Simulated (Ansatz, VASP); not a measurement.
# Zr8HN8 (H on ZrN(001)) in two plane-wave programs, part 2 of 2

Wanted: the spread between two codes on one cell, functional and k mesh.

VASP 6.6.1 and Ansatz 0.2.0.

So far: Set-up; VASP: single point, PBEsol.

**3. Ansatz: single point, PBEsol**

Level of this step: Ansatz beside VASP: Kohn-Sham DFT, plane waves, PBEsol (Ansatz).

Ansatz runs on its default PAW (the set named soft_2) files.

The same cell, functional, mesh and smearing now go to Ansatz, which takes its cutoff from its data sets.

The input, input.yaml:

```yaml
crystal:
  lattice:
    - [6.448813844, 0.0, 0.0]
    - [0.0, 6.448813844, 0.0]
    - [0.0, 0.0, 24.59]
  atoms:
    - { symbol: Zr, position: [0.0, 0.0, 0.325335502] }
    - { symbol: Zr, position: [0.0, 0.5, 0.325335502] }
    - { symbol: Zr, position: [0.5, 0.0, 0.325335502] }
    - { symbol: Zr, position: [0.5, 0.5, 0.325335502] }
    - { symbol: Zr, position: [0.25, 0.25, 0.41805612] }
    - { symbol: Zr, position: [0.25, 0.75, 0.41805612] }
    - { symbol: Zr, position: [0.75, 0.25, 0.41805612] }
    - { symbol: Zr, position: [0.75, 0.75, 0.41805612] }
    - { symbol: Zr, position: [0.0, 0.0, 0.5111887771] }
    - { symbol: Zr, position: [0.0, 0.5, 0.5111887771] }
    - { symbol: Zr, position: [0.5, 0.0, 0.5111887771] }
    - { symbol: Zr, position: [0.5, 0.5, 0.5111887771] }
    - { symbol: Zr, position: [0.25, 0.25, 0.6083692344] }
    - { symbol: Zr, position: [0.25, 0.75, 0.6016729828] }
    - { symbol: Zr, position: [0.75, 0.25, 0.6016729828] }
    - { symbol: Zr, position: [0.75, 0.75, 0.6083692344] }
    - { symbol: "N", position: [0.25, 0.25, 0.325335502] }
    - { symbol: "N", position: [0.25, 0.75, 0.325335502] }
    - { symbol: "N", position: [0.75, 0.25, 0.325335502] }
    - { symbol: "N", position: [0.75, 0.75, 0.325335502] }
    - { symbol: "N", position: [0.0, 0.0, 0.41805612] }
    - { symbol: "N", position: [0.0, 0.5, 0.41805612] }
    - { symbol: "N", position: [0.5, 0.0, 0.41805612] }
    - { symbol: "N", position: [0.5, 0.5, 0.41805612] }
    - { symbol: "N", position: [0.25, 0.25, 0.511594067] }
    - { symbol: "N", position: [0.25, 0.75, 0.5127386564] }
    - { symbol: "N", position: [0.75, 0.25, 0.5127386564] }
    - { symbol: "N", position: [0.75, 0.75, 0.511594067] }
    - { symbol: "N", position: [0.0, 0.0, 0.6030521405] }
    - { symbol: "N", position: [0.0, 0.5, 0.6030521405] }
    - { symbol: "N", position: [0.5, 0.0, 0.6030521405] }
    - { symbol: "N", position: [0.5, 0.5, 0.6030521405] }
    - { symbol: H, position: [0.25, 0.25, 0.6857751137] }
    - { symbol: H, position: [0.75, 0.75, 0.6857751137] }
hamiltonian:
  xc: pbesol
  pseudopotentials: { kind: paw }
kpoints:
  mp_grid: { grid: [4, 4, 1] }
scf:
  occupations: { method: methfessel_paxton, width: 0.1 }
  n_extra_bands: 12
efield:
  axis: 3
  dipole_correction: true
  ramp_width: 0.04
output:
  forces: true
  eigenvalues: true
```

Started as:

```console
$ ansatz run input.yaml --threads 8 --pin off --max-ram 18432MiB --backend cpu --events-out ev --progress --plain --runs-dir out
```

Numbers of over 12 decimals in the logs are rounded to 6 here.

The program printed:

```text
scf.n_extra_bands = 12 over 137 filled bands (N_el = 274.0): the run solves 149 bands
Engine: ansatz 0.2.0, aarch64-unknown-linux-gnu
Pseudopotentials: kind: paw
Pseudopotential: Zr, paw, valence charge 12, recommended cutoff 420 eV (normal), Zr.paw.azcp
Pseudopotential: N, paw, valence charge 5, recommended cutoff 420 eV (normal), N.paw.azcp
Pseudopotential: H, paw, valence charge 1, recommended cutoff 420 eV (normal), H.paw.azcp
Functional definition: PBEsol
  exchange = pbesol_x
  correlation = pbesol_c
Crystal: 34 atoms, lattice volume = 1022.629 Å³
Basis set: ecut = 420 eV, 20015 PW (Γ), exchange–correlation on 90×90×360 points (8 copies of the dense FFT grid, shifted against one another)
Bands: 149, of which v1, the nominal top of the filled ones, is band 137 counted from 1 (136 counted from 0)
Symmetry: 16 space group operations
Space group: P4mm (ITA 99), of the structure as read, at distance tolerance 1.0e-4 Å
k-points: 6 of 16
Non-local potential: Zr, projectors of the file, l = 0: 3, l = 1: 2, l = 2: 2, l = 3: 2
Non-local potential: N, projectors of the file, l = 0: 2, l = 1: 2, l = 2: 1
Non-local potential: H, projectors of the file, l = 0: 2, l = 1: 1
PAW form: soft (Blöchl's): semilocal exchange-correlation on the pseudo side does not see the compensation charge
PAW frozen core: Zr, regenerated for the run's functional, and the local potential with it (the file was generated under x = pbe(κ = 0.804, μ = 0.219515), c = pbe(β = 0.066725))
PAW frozen core: N, regenerated for the run's functional, and the local potential with it (the file was generated under x = pbe(κ = 0.804, μ = 0.219515), c = pbe(β = 0.066725))
PAW one-centre angular grid: Zr, 590 points (default); XC on 64 Gauss nodes
PAW one-centre angular grid: N, 110 points (default); XC on 64 Gauss nodes
PAW one-centre angular grid: H, 110 points (default); XC on 64 Gauss nodes
Initial density: superposition of atomic densities (neutral atoms: chi_scale 0, normalization atom), corrected by the library's trained network
Initial wavefunctions: pseudopotential atomic-orbital guess
Functional: x = pbesol(κ = 0.804, μ = 0.123457), c = pbesol(β = 0.046)
SCF iter   1: F=—  HF=-72197.195048 eV  |F-HF|=—  |Δ(HF+E_count)|=         —  Δρ=8.50e-3  dr2=1.17e0  ethr=1.77e-3  p=-0.663 e·Å  D=-1.17e-1 V/Å  ΔV_dip=2.88 eV  dr2_dipole=1.43e-3  V_vac-E_F(+/−)=5.54/2.66 eV  ⟨swp⟩=7.7  Hψ=4541  notcnv=0
efield: sawtooth ramp at fractional position 0.9856 (placed from the atoms, in the widest stretch of the axis that holds none; the zero of the levels goes with the place), width 0.0400; the density the first Hamiltonian is built on has a dipole p = -0.663 e·Å; the dipole correction subtracts the counter field D = -1.17e-1 V/Å, which shifts the + side's vacuum level by +2.88 eV against the − side's; the planar-averaged density in the ramp window peaks in size at 6.8e-5 e/Å³
preconditioner: auto → LDOS  [metal: Δε(μ)=0.049 eV  Ē_g=7.274 eV  σ=0.100 eV  W_gap=0.38  n_scr=164 (ndim 8)  ℏωp=14.0 eV  f_vac=0.553  D(μ)=17.84/eV (n_scr^D=92)  β→1.0]
SCF iter   2: F=—  HF=-72197.051603 eV  |F-HF|=—  |Δ(HF+E_count)|=   1.43e-1  S|Δr|=    0.00e0  Δρ=5.48e-3  dr2=2.91e-1  ethr=4.27e-4  p=-0.747 e·Å  D=-1.32e-1 V/Å  ΔV_dip=3.25 eV  dr2_dipole=1.78e-3  V_vac-E_F(+/−)=5.75/2.50 eV  ⟨swp⟩=2.3  Hψ=1595  notcnv=0  defer=13
SCF iter   3: F=—  HF=-72197.000474 eV  |F-HF|=—  |Δ(HF+E_count)|=   5.11e-2  S|Δr|=    0.00e0  Δρ=1.40e-3  dr2=6.72e-2  ethr=1.06e-4  p=-0.714 e·Å  D=-1.26e-1 V/Å  ΔV_dip=3.11 eV  dr2_dipole=1.78e-2  V_vac-E_F(+/−)=5.60/2.49 eV  ⟨swp⟩=2.3  Hψ=1387  notcnv=0  defer=13
SCF iter   4: F=—  HF=-72196.995571 eV  |F-HF|=—  |Δ(HF+E_count)|=   4.90e-3  S|Δr|=    0.00e0  Δρ=4.24e-4  dr2=1.72e-2  ethr=2.45e-5  p=-0.736 e·Å  D=-1.30e-1 V/Å  ΔV_dip=3.20 eV  dr2_dipole=2.51e-3  V_vac-E_F(+/−)=5.62/2.42 eV  ⟨swp⟩=2.0  Hψ=1260  notcnv=0  defer=13
SCF iter   5: F=—  HF=-72196.995056 eV  |F-HF|=—  |Δ(HF+E_count)|=   5.15e-4  S|Δr|=    0.00e0  Δρ=3.58e-4  dr2=2.76e-3  ethr=6.27e-6  p=-0.755 e·Å  D=-1.34e-1 V/Å  ΔV_dip=3.28 eV  dr2_dipole=1.07e-3  V_vac-E_F(+/−)=5.60/2.32 eV  ⟨swp⟩=2.3  Hψ=1328  notcnv=0  defer=13
SCF iter   6: F=—  HF=-72196.994743 eV  |F-HF|=—  |Δ(HF+E_count)|=   3.12e-4  S|Δr|=    0.00e0  Δρ=8.23e-5  dr2=2.97e-4  ethr=1.01e-6  p=-0.765 e·Å  D=-1.35e-1 V/Å  ΔV_dip=3.33 eV  dr2_dipole=5.12e-5  V_vac-E_F(+/−)=5.62/2.29 eV  ⟨swp⟩=2.5  Hψ=1487  notcnv=0  defer=13
SCF iter   7: F=—  HF=-72196.994782 eV  |F-HF|=—  |Δ(HF+E_count)|=   3.85e-5  S|Δr|=    0.00e0  Δρ=3.86e-5  dr2=1.38e-4  ethr=1.08e-7  p=-0.771 e·Å  D=-1.36e-1 V/Å  ΔV_dip=3.35 eV  dr2_dipole=1.55e-5  V_vac-E_F(+/−)=5.62/2.27 eV  ⟨swp⟩=2.8  Hψ=1470  notcnv=0  defer=13
SCF iter   8: F=—  HF=-72196.994791 eV  |F-HF|=—  |Δ(HF+E_count)|=   9.41e-6  S|Δr|=    0.00e0  Δρ=2.44e-5  dr2=7.45e-5  ethr=5.03e-8  p=-0.772 e·Å  D=-1.37e-1 V/Å  ΔV_dip=3.36 eV  dr2_dipole=1.93e-5  V_vac-E_F(+/−)=5.62/2.26 eV  ⟨swp⟩=2.3  Hψ=1006  notcnv=0  defer=13
SCF iter   9: F=—  HF=-72196.994333 eV  |F-HF|=—  |Δ(HF+E_count)|=   4.58e-4  S|Δr|=    0.00e0  Δρ=1.71e-5  dr2=1.12e-5  ethr=2.72e-8  p=-0.773 e·Å  D=-1.37e-1 V/Å  ΔV_dip=3.36 eV  dr2_dipole=2.33e-6  V_vac-E_F(+/−)=5.62/2.26 eV  ⟨swp⟩=2.3  Hψ=999  notcnv=0  defer=13
SCF iter  10: F=—  HF=-72196.994333 eV  |F-HF|=—  |Δ(HF+E_count)|=   4.54e-7  S|Δr|=    0.00e0  Δρ=4.23e-6  dr2=7.18e-7  ethr=4.09e-9  p=-0.774 e·Å  D=-1.37e-1 V/Å  ΔV_dip=3.37 eV  dr2_dipole=2.97e-7  V_vac-E_F(+/−)=5.62/2.26 eV  ⟨swp⟩=2.2  Hψ=1245  notcnv=0  defer=13
SCF iter  11: F=—  HF=-72196.994333 eV  |F-HF|=—  |Δ(HF+E_count)|=   5.47e-8  S|Δr|=    0.00e0  Δρ=1.14e-6  dr2=1.01e-7  ethr=2.62e-10  p=-0.774 e·Å  D=-1.37e-1 V/Å  ΔV_dip=3.37 eV  dr2_dipole=3.87e-8  V_vac-E_F(+/−)=5.62/2.26 eV  ⟨swp⟩=2.8  Hψ=1306  notcnv=0  defer=13
SCF iter  12: F=-72196.994333 eV  HF=-72196.994333 eV  |F-HF|=1.45e-8  |Δ(HF+E_count)|=   2.93e-8  S|Δr|=    0.00e0  Δρ=4.91e-7  dr2=1.16e-8  ethr=3.65e-11  p=-0.774 e·Å  D=-1.37e-1 V/Å  ΔV_dip=3.37 eV  dr2_dipole=6.57e-9  V_vac-E_F(+/−)=5.62/2.26 eV  ⟨swp⟩=15.8  Hψ=3469  notcnv=0
SCF 1 converged in 12 iterations: F = -72196.994333 eV  dr2 = 1.16e-8
  greatest PAW one-centre occupation: 0.996 electrons in one spin orbital (limit 2), on the Zr atom at site 3 (counted from 0), in its partial waves of l = 0
SCF converged after 12 iterations
Stability not checked: this state was not tested for a lower state beside it, because cold or Methfessel-Paxton smearing, or corrected tetrahedra, fill the levels in a way that the test cannot read (fill_not_monotonic; see scf.lower_state_search)
Free energy (F): -72196.994333 eV
Harris-Foulkes:  -72196.994333 eV  (|F-HF|=1.45e-8)
Internal energy: -72196.982987 eV  (E = F + TS)
E sigma→0 (E₀):  -72196.991496 eV
Entropy (-TS):   -0.011346 eV (-0.334 meV/atom)
Fermi energy:    4.115316 eV
Step filling:    the computed levels leave a gap of 0.0144 eV = 0.1 smearing widths at the electron count; against every level under it full and every level over it empty, smearing changes F+E_penalty+E_count by -7.760 meV and its σ→0 estimate by -4.923 meV
Dipole field:    D = -0.136832 V/Å  (p = -0.773291 e·Å, saw-weighted, corrected)
Work function:   Φ+ = 5.6214 eV   Φ− = 2.2567 eV
Levels:          The Fermi level and band energies are counted from a zero that moves with the ramp; work functions are not
--- Per-component energies (eV) ---
  E_band       = -4047.911656
  E_kinetic    = 7459.249289
  E_local      = -276156.623668  (includes V_loc(G=0)·N_el)
  E_nonlocal   = 2003.757058
  E_hartree    = 134293.793067
  E_xc         = -3558.832692
  E_vxc        = -4313.126060  (∫ρ·V_xc dr)
  E_paw        = -48346.797926  (= ΣΔE_a)
  E_vpaw       = -1592.787930  (= ΣTr[D̂ρ^β])
  E_aug_tail   = -0.000478  (compensation charges beyond the density's cutoff)
  E_efield     = 0.052905  (sawtooth field / dipole correction)
  E_vefield    = -35.955335  (∫n·V_field dr)
  E_ewald      = 112105.318350
  E_core_change = 3.101108  (= ΣΔE_core)
  E_smearing   = -0.011346  (= −TS)
  E_closure    = -0.000000  (closes the sum)
  Σ components = -72196.994333   (vs F -72196.994333, Δ=0.00e0)
--- Forces (eV/Å), atoms counted from 1 ---
  atom   1  Zr     0.00000000     0.00000000     1.70371536
  atom   2  Zr     0.00000000     0.00000000     1.70371536
  atom   3  Zr     0.00000000     0.00000000     1.70371536
  atom   4  Zr     0.00000000     0.00000000     1.70371536
  atom   5  Zr    -0.00000000    -0.00000000    -0.30698660
  atom   6  Zr     0.00000000     0.00000000     0.32236869
  atom   7  Zr     0.00000000     0.00000000     0.32236869
  atom   8  Zr    -0.00000000    -0.00000000    -0.30698660
  atom   9  Zr    -0.00000000     0.00000000    -0.00485238
  atom  10  Zr    -0.00000000    -0.00000000    -0.00485238
  atom  11  Zr    -0.00000000    -0.00000000    -0.00485238
  atom  12  Zr    -0.00000000     0.00000000    -0.00485238
  atom  13  Zr    -0.00000000     0.00000000    -0.01524326
  atom  14  Zr    -0.00000000    -0.00000000    -0.01096505
  atom  15  Zr    -0.00000000    -0.00000000    -0.01096505
  atom  16  Zr    -0.00000000     0.00000000    -0.01524326
  atom  17  N     -0.00000000     0.00000000    -1.07436022
  atom  18  N     -0.00000000     0.00000000    -0.64869833
  atom  19  N     -0.00000000     0.00000000    -0.64869833
  atom  20  N     -0.00000000     0.00000000    -1.07436022
  atom  21  N     -0.00000000     0.00000000    -0.83209051
  atom  22  N     -0.00000000     0.00000000    -0.83209051
  atom  23  N     -0.00000000     0.00000000    -0.83209051
  atom  24  N     -0.00000000     0.00000000    -0.83209051
  atom  25  N      0.00000000     0.00000000     0.01550742
  atom  26  N      0.00000000     0.00000000     0.00946120
  atom  27  N      0.00000000     0.00000000     0.00946120
  atom  28  N      0.00000000     0.00000000     0.01550742
  atom  29  N      0.00000000     0.00000000    -0.00271847
  atom  30  N     -0.00000000     0.00000000    -0.00271847
  atom  31  N     -0.00000000     0.00000000    -0.00271847
  atom  32  N      0.00000000     0.00000000    -0.00271847
  atom  33  H     -0.00000000    -0.00000000    -0.01923149
  atom  34  H     -0.00000000    -0.00000000    -0.01923149
  max |Σ_I F_I| component: 7.92e-5 eV/Å
--- Band table (eV; the first three rows and the last of 6) ---
  k-point 0: bands = [... 133 lower, 2.6978, 2.7243, 3.3844, 3.7296, 3.7296, 4.1556, 4.5130, 4.5130, ... 8 higher]
  k-point 1: bands = [... 133 lower, 2.7359, 3.3657, 3.9519, 3.9646, 4.0302, 4.1253, 4.4097, 4.5609, ... 8 higher]
  k-point 2: bands = [... 133 lower, 3.3249, 3.5652, 3.5652, 4.0818, 4.0818, 4.3047, 4.3047, 4.6230, ... 8 higher]
  k-point 5: bands = [... 133 lower, 2.9911, 4.4327, 4.4327, 4.7222, 4.7222, 4.9217, 4.9217, 5.0355, ... 8 higher]
```

Elapsed: 15 s, on 8 threads of Arm Neoverse V2, shared host; peak memory 3.6 GiB; 1.9 min of CPU time.

**4. Side by side**

Known differences besides the PAW data sets themselves: the cutoff is 420 eV in Ansatz and 400 eV in VASP (PREC = Normal, projectors in real space); Ansatz makes its cores anew for this functional, VASP keeps those of its PBE data sets. Total energies have different zeros and are not compared.

Both answers:

| quantity | Ansatz | VASP | difference |
| --- | --- | --- | --- |
| work function, lower of the two faces (eV) | 2.26 | 2.22 | +0.04 |
| work function, higher of the two faces (eV) | 5.62 | 5.60 | +0.02 |

Forces on 10 of the 34 atoms, picked by the larger force of the two programs (eV/Å; atoms numbered as in POSCAR):

| atom | Ansatz x, y, z | VASP x, y, z |
| --- | --- | --- |
| Zr1 | 0.000, 0.000, 1.704 | 0.000, 0.000, 1.672 |
| Zr2 | 0.000, 0.000, 1.704 | 0.000, 0.000, 1.672 |
| Zr3 | 0.000, 0.000, 1.704 | 0.000, 0.000, 1.672 |
| Zr4 | 0.000, 0.000, 1.704 | 0.000, 0.000, 1.672 |
| N17 | 0.000, 0.000, -1.074 | 0.000, 0.000, -1.087 |
| N20 | 0.000, 0.000, -1.074 | 0.000, 0.000, -1.087 |
| N21 | 0.000, 0.000, -0.832 | 0.000, 0.000, -0.831 |
| N22 | 0.000, 0.000, -0.832 | 0.000, 0.000, -0.831 |
| N23 | 0.000, 0.000, -0.832 | 0.000, 0.000, -0.831 |
| N24 | 0.000, 0.000, -0.832 | 0.000, 0.000, -0.831 |

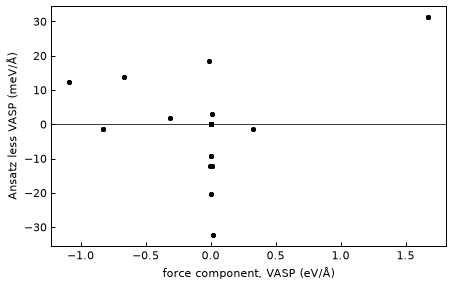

Difference of the force components against their size.

The forces differ by 9.7 meV/Å r.m.s., which is 2.3 % of the r.m.s. force of 0.42 eV/Å (both taken over all components, held atoms included).

**5. What came out**

| Quantity | Value |
| --- | --- |
| r.m.s. force difference (single point, PBEsol) | 2.3 % of the r.m.s. force |

In words: The r.m.s. force difference is 2.3 % of the r.m.s. force (single point, PBEsol), within the 3 % picked in this series as the mark of a large difference. Differences of this kind measure data sets and numerical settings, not the functional's error against experiment.

[Lines on the potential files, build, host, timing and source positions are cut from VASP's logs without a mark.]

[Logs are printed without paths, hosts, clocks, repeated set-up lines and the standing remarks that a program may print on its own settings, such as how far it seeks lower states.]

[Hosts, paths, dates, database ids (printed as entryN), source tags and the programs' standing remarks are cut or masked in the printed files.]
